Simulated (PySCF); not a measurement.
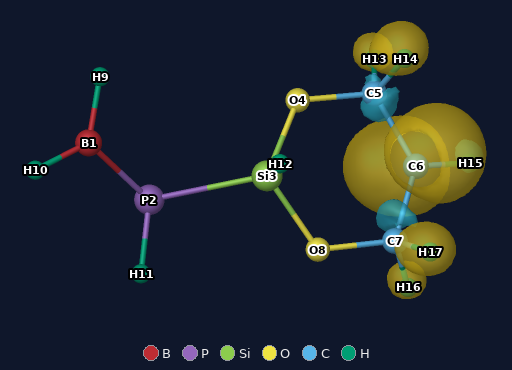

*C3H9BO2PSi (SMILES BP[SiH]1OC[CH]CO1) (doublet). Isosurfaces of the spin density (α minus β) at +0.03 (yellow) and −0.03 e/Å³ (cyan), seen at a tilt.*

Geometry: GFN2-xTB.

Computed with PySCF, UKS B3LYP, pcH-1 on B C H O P Si, non-relativistic, mean-field spin-orbit, GIAO.

```xyz
17

B     3.2691    1.5036    0.5730
P     2.4980    0.2210   -0.4715
Si    0.3344    0.5575   -0.2165
O    -0.1490   -0.3070    1.0703
C    -1.3973   -0.9439    1.0978
C    -1.9731   -1.2997   -0.2127
C    -1.6235   -0.6558   -1.4926
O    -0.3588   -0.0556   -1.5521
H     2.9778    1.5524    1.7046
H     4.1258    2.1808    0.1569
H     2.6544    0.7013   -1.7534
H    -0.1512    1.9382   -0.0468
H    -1.2792   -1.8502    1.7102
H    -2.0928   -0.2824    1.6531
H    -2.8088   -1.9755   -0.2142
H    -1.6623   -1.3960   -2.3044
H    -2.3706    0.1235   -1.7455
```

Question: Where is the unpaired spin?

Answer: The unpaired spin (1 electron) lies mostly on C6 (about 0.7) and C5 (about 0.1), in electrons by Hirshfeld's partition.
